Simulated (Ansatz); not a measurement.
SrTiO3, response to strain

Consider SrTiO₃ in the cubic perovskite structure (space group Pm-3m, No. 221; a = 3.854 Å).

Strains are applied to the cell and any free atomic positions relax.

Computed with plane-wave PAW DFT at the LDA level (Ansatz, a quantum-chemistry and plane-wave program, 420 eV), spin-orbit coupling left out.

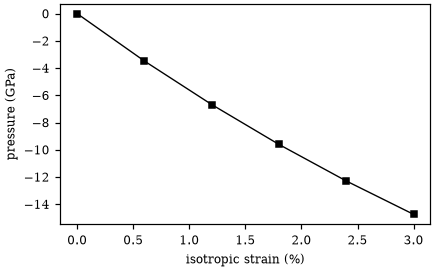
Figure. Pressure against isotropic strain

```
isotropic strain (%)    pressure
--------------------  ----------
0.6                    -3.49 GPa
1.2                    -6.68 GPa
1.8                    -9.61 GPa
2.4                   -12.30 GPa
3                     -14.75 GPa
```

Whether these cells are dynamically stable was not tested. All final runs are without spin polarisation. Many cubic perovskites are stable only at high temperature; tilts and polar distortions were not tested.
